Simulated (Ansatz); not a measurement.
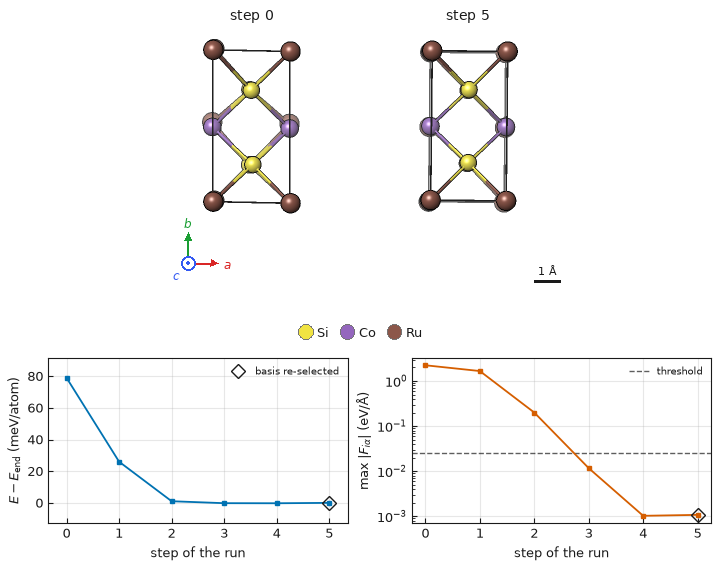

First and last geometry of a relaxation of crystalline CoSi₄Ru₃ (a generated structure, set up in P1) (coarse preliminary run), with the history of the run. Style: ball-and-stick. Shown: the cell of the calculation, along the c axis.

Computed with Ansatz 0.2.0, DFT PBE, scalar-relativistic, plane waves, PAW. (plane-wave cutoff 420 eV; k-point mesh 8 × 4 × 4; occupations gaussian; smearing width 0.2 eV; collinear spin; cell and atoms relaxed; force threshold 0.025 eV/Å; at most 60 steps)

Q: Read the history and describe the run.

A: It converged. A Ru atom moves most relative to the cell: 0.18 Å roughly along [0 −1 −1]. By element the largest moves are Ru 0.18 Å, Si 0.09 Å, Co 0.06 Å. The drawn cell changes as follows: a 2.995 → 2.925 Å (−2.4 %), b 5.883 → 5.789 Å (−1.6 %), c 5.868 → 5.789 Å (−1.3 %), α 91.2° → 90.0°, β 91.5° → 90.0°, γ 91.2° → 90.0°; the volume changes by −5.1 %. Near-neighbour distances that change, for instance: Ru–Si 2.789 → 2.516 Å, Ru–Si 2.305 → 2.516 Å, Ru–Si 2.706 → 2.516 Å, Ru–Ru 3.078 → 2.895 Å. The space group (tolerance 0.01 Å) goes from P1 (No. 1) to P4/mmm (No. 123). The energy falls by 78.9 meV per atom in 4 accepted moves (5 points after the start). The largest force component goes from 2.2 to 0.0011 eV/Å. The pressure goes from −7.85 to 0.00 GPa. At 1 point the geometry stayed and the basis and grid were re-selected for the new cell (energy shift of 0.2 meV per atom at most each time).

| step | E − E(0), meV/atom | largest force component, eV/Å | pressure, GPa | volume, Å³/atom | note |
| --- | --- | --- | --- | --- | --- |
| 0 | 0.00 | 2.2367 | -7.85 | 12.915 |  |
| 1 | -52.96 | 1.6663 | 3.72 | 12.136 |  |
| 2 | -77.91 | 0.2002 | 0.19 | 12.233 |  |
| 3 | -79.14 | 0.0117 | 0.06 | 12.249 |  |
| 4 | -79.19 | 0.0010 | 0.00 | 12.252 |  |
| 5 | -78.94 | 0.0011 | 0.00 | 12.252 | same geometry, new basis |
